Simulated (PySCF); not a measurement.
**C$_{4}$H$_{8}$O$_{3}$Si: density, localisation and related maps**

```tsv
atom	x (Å)	y (Å)	z (Å)
C	2.5033	0.2239	0.3656
O	1.8679	-0.6514	-0.5266
C	0.7231	-0.0980	-1.1417
Si	-0.7297	0.2231	0.0496
O	-0.4075	1.5580	0.9171
C	-1.7987	-1.1898	0.7086
C	-2.7339	-0.7427	-0.1298
O	-2.2400	0.3777	-0.7588
H	2.8351	1.1354	-0.1470
H	1.8410	0.5108	1.1882
H	3.3676	-0.3094	0.7563
H	0.4303	-0.8234	-1.9020
H	0.9948	0.8346	-1.6558
H	-1.1197	2.0631	1.3083
H	-1.8105	-2.0503	1.3452
H	-3.7306	-1.0528	-0.3886
```

Geometry: GFN2-xTB.

The calculation used PySCF, B3LYP/def2-SVPD, SCF density, gas phase.

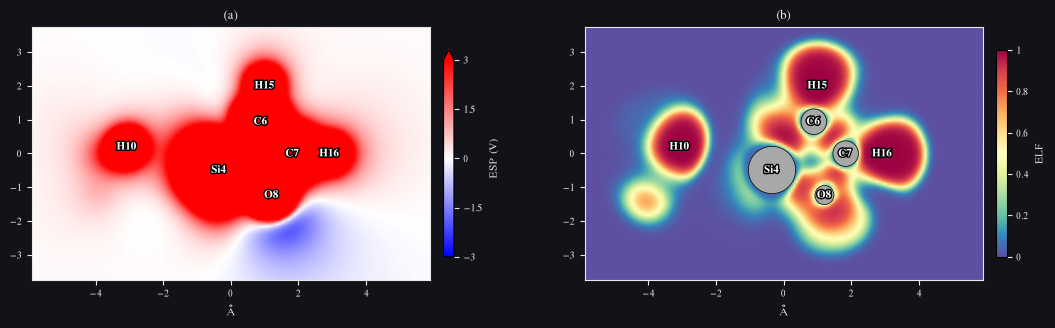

Figure 1. (a) electrostatic potential; (b) electron localisation function on the plane of atoms O8, C7 and H16. Grey discs cover the atomic cores in the ELF map.

Question: What do the fields say about this system?

Answer: The plane passes through Si, C, O and H nuclei. C–C (1.33 Å): the ELF peaks at about 0.90 between the atoms; a multiple bond. C–O (1.38 Å): the ELF peaks at about 0.90 between the atoms; a polar covalent bond. C–Si (1.89 Å): the ELF peaks at about 0.90 between the atoms, as expected for a shared electron pair. Si–O (1.72 Å): the ELF peaks at about 0.90 between the atoms; a polar covalent bond. C–H (1.07 Å): the ELF climbs to about 1 towards the hydrogen, as it does in any bond to H (a covalent bond by its length). The ELF also peaks beside O8, away from the bonds: lone-pair regions. Outside the dense part of the molecule the potential is most negative (−1.9 V) near O8.

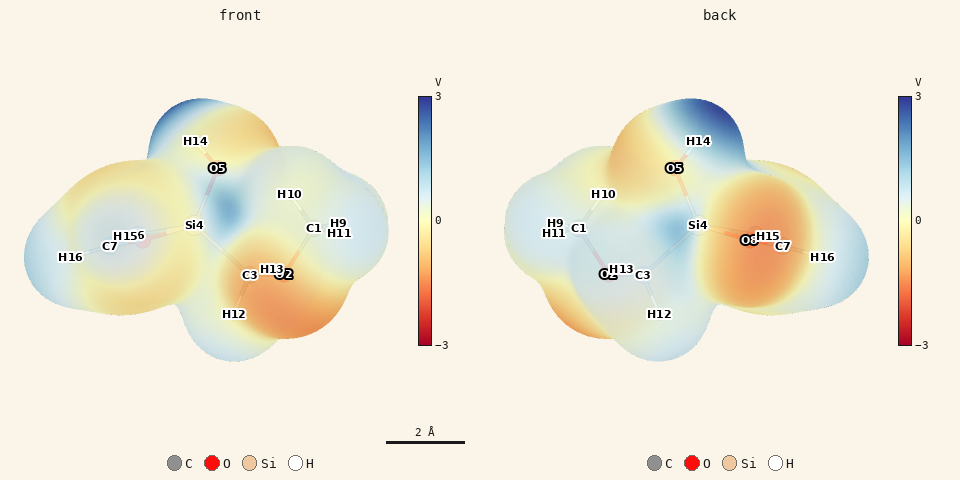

Figure 2. The molecular electrostatic potential painted on the density surface at 0.002 e/bohr³, seen from the front and from behind; red is negative and blue positive.

Question: Describe the electrostatic potential map.

Answer: The most negative region (about −1.4 V) lies over O2 and O8, the most positive (about +2.7 V) over H14.

Question: How polar is the molecule by this calculation?

Answer: Its dipole moment is 1.34 D.
